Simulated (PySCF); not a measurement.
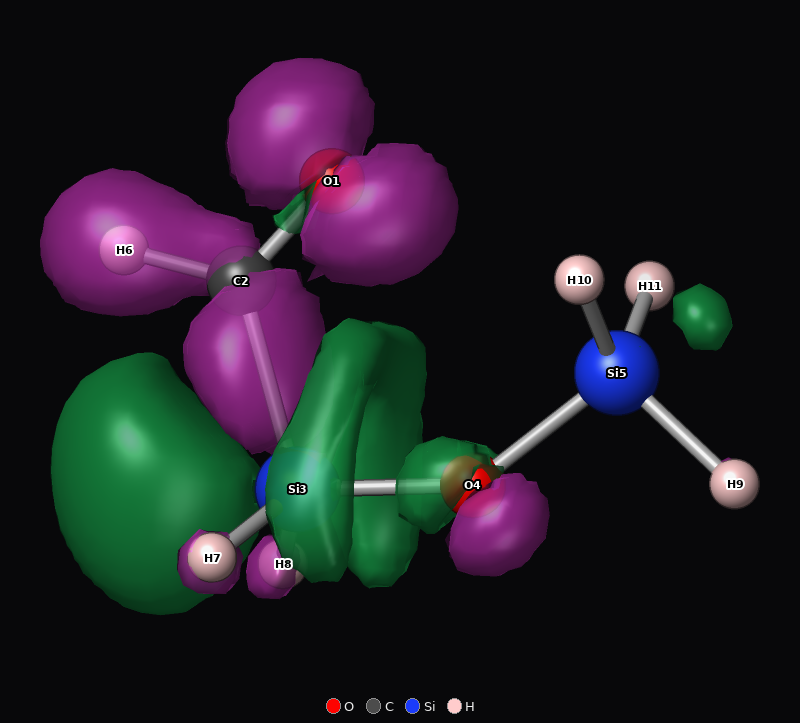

CH6O2Si2, SMILES `O=C[SiH2]O[SiH3]`. Unrelaxed difference density of S₂ less the ground state (TDA singlet states), ±0.02 e/Å³; green: gain, purple: loss.

Computed with PySCF, LC-wPBE/def2-SVP, geometry: GFN2-xTB. No frequency check shows the geometry to be a minimum. Without diffuse functions Rydberg states are missing, so the states' numbers hold for this basis only.

Q: How does the charge move on excitation?

A: 0.75 e is displaced in all, of which about 0.5 e passes between atoms: O1 (0.32 e) and C2 (0.11 e) lose electrons and Si3 (0.30 e) and Si5 (0.08 e) gain them. The state: 7.03 eV (176 nm), f = 0.009, σ or n → σ*; the leading pair carries 96 %; hole on O1 (36 %), C2 (22 %) and Si3 (15 %), electron on Si3 (45 %), C2 (11 %) and Si5 (10 %); their centroids lie 1.3 Å apart.

Cost of the run: 2.5 min on 1 thread of Intel(R) Xeon(R) Platinum 8375C CPU @ 2.90GHz (Ice Lake) (shared host), peak memory 0.62 GiB.
